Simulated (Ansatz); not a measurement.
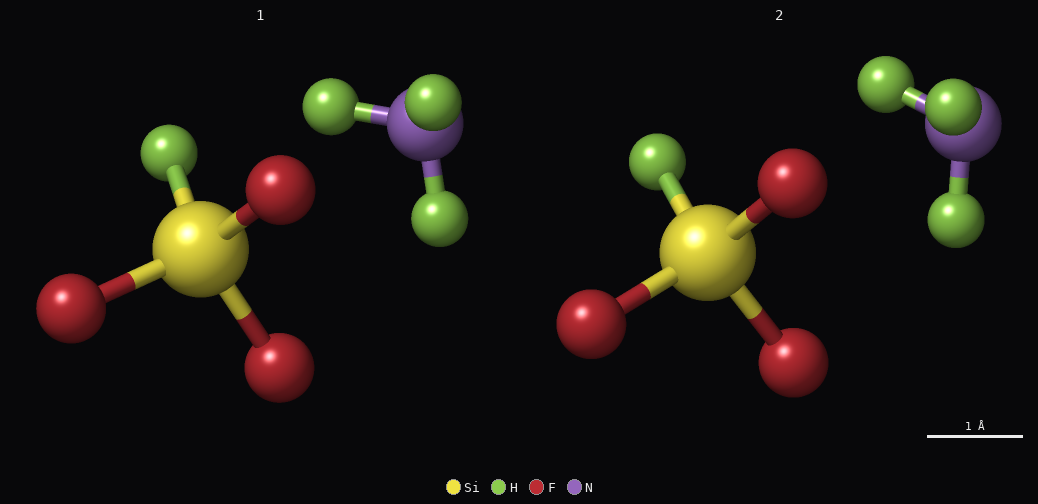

Two geometries of SiNH₄F₃, drawn at one scale. One is the start of a relaxation, the other its converged end. Style: ball-and-stick. Shown from a free direction.

All numbers below come from Ansatz 0.2.0, RKS B3LYP-D4/cc-pVDZ. Set-up: no spin polarisation; force threshold 0.03 eV/Å; at most 50 steps.

Which geometry has the lower energy?

Answer. Structure 2 is the relaxed one. The run prepares an end point of a later path (reaction) calculation, from a guessed geometry. The atom that moves furthest after the best rigid fit is an H atom (0.48 Å). Largest moves by element: H 0.48 Å, F 0.24 Å, N 0.20 Å, Si 0.14 Å. Among the contacts that change: H–N 1.037 → 1.022 Å, H–Si 1.462 → 1.467 Å. After 5 geometry steps the energy has fallen by 0.100 eV. The largest force component goes from 0.89 to 0.015 eV/Å. The run took 16 s on 2 threads of Arm Neoverse V1 (shared host), peak memory 0.19 GiB.
